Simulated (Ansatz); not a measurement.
**F₃H₂NTi (Ti(NH2)F3): density, localisation and related maps**

Input file:

```
crystal:
  periodic: [false, false, false]
  atoms:
    - {symbol: Ti, position_ang: [0.008085, 0.008918, -0.716599]}
    - {symbol: N, position_ang: [0.016231, 0.022357, 1.123142]}
    - {symbol: H, position_ang: [0.775572, -0.326317, 1.703930]}
    - {symbol: H, position_ang: [-0.760064, 0.343716, 1.697670]}
    - {symbol: F, position_ang: [1.660503, -0.037307, -1.248338]}
    - {symbol: F, position_ang: [-0.877910, 1.401819, -1.262266]}
    - {symbol: F, position_ang: [-0.822396, -1.413186, -1.297539]}
basis:
  gaussian: {orbitals: def2-TZVP, initial_orbitals: start.molden}
hamiltonian: {xc: pbe0, dispersion: d4}
scf: {omitted_lower_state_checks: [starts]}
output: {orbitals: {seedname: orbitals}}
```

Run with:

```sh
ansatz run in.yaml --threads 4 --pin off --events-out ev --progress --plain --max-ram 3916MiB
```

Geometry: PBE0-D4/def2-SVP.

The calculation used RKS PBE0-D4/def2-TZVP (Ansatz).

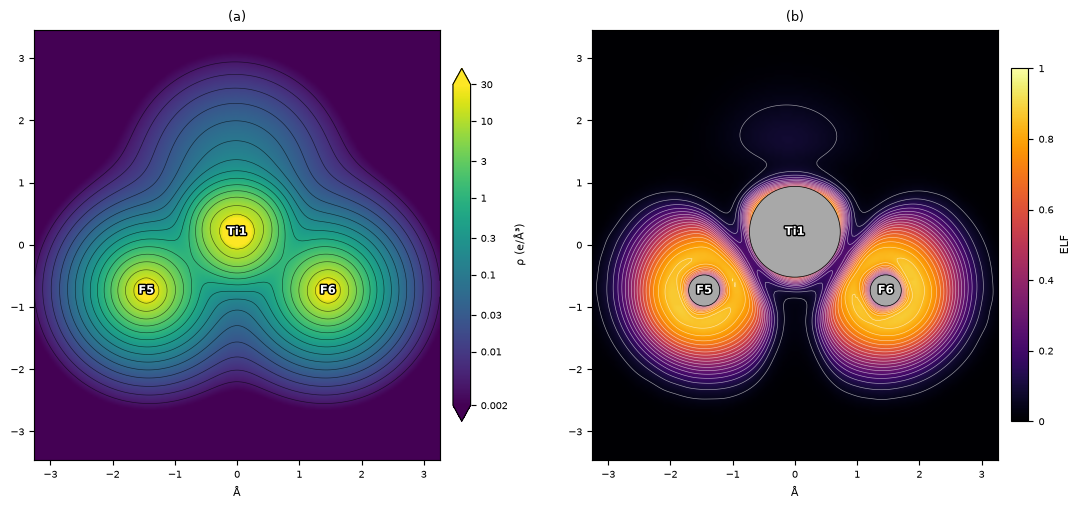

Figure 1. (a) electron density; (b) ELF on the plane of atoms F5, Ti1 and F6. Grey discs cover the atomic cores in the ELF map.

### Interpret the plot.

The section cuts through Ti and F sites. Ti–F (1.74 Å): the density is about 1.1 e/Å³ at the midpoint; the ELF peaks at about 0.85 in the valence shell of F, 0.5 Å from its nucleus, and drops to about 0.20 between the two atoms.

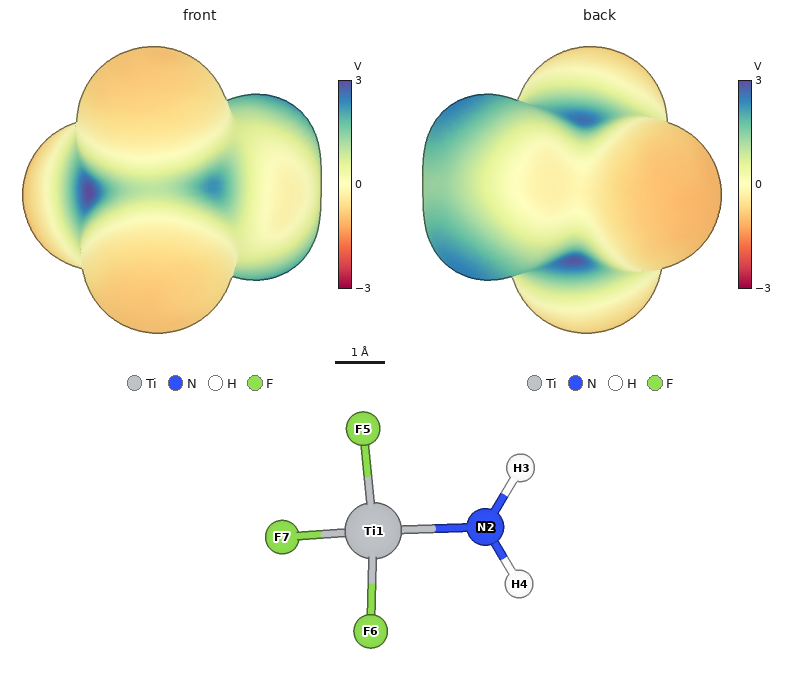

Figure 2. The electrostatic potential painted on the density surface at 0.002 e/bohr³, seen from the front and from behind; red is negative and blue positive. The bare structure is drawn below in the same view.

### Where is the surface potential most negative and most positive?

The most negative region (about −1.0 V) lies over F7, the most positive (about +2.8 V) over Ti1.

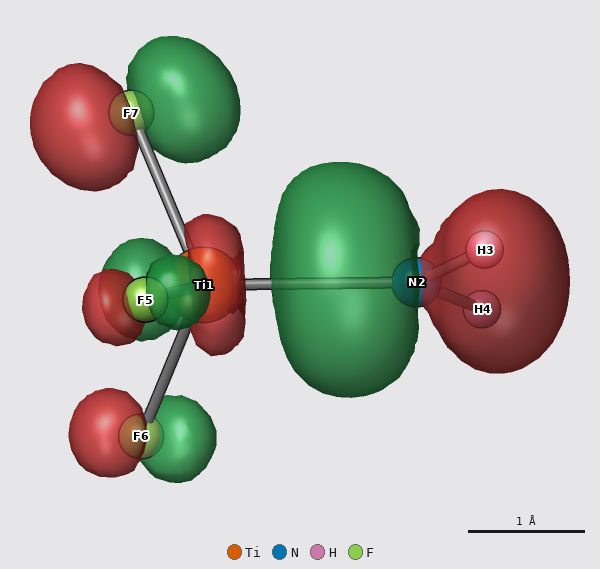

Figure 3. The HOMO−1 at ±0.15 Å⁻³ᐟ² (green and red are the two phases), seen from one side.

### Where does this orbital lie, and at what energy?

By Hirshfeld shares it lies mainly on N2 (about 50 %), Ti1 (about 20 %), F7 (about 15 %) and H4 (about 5 %). Its energy is −11.66 eV.
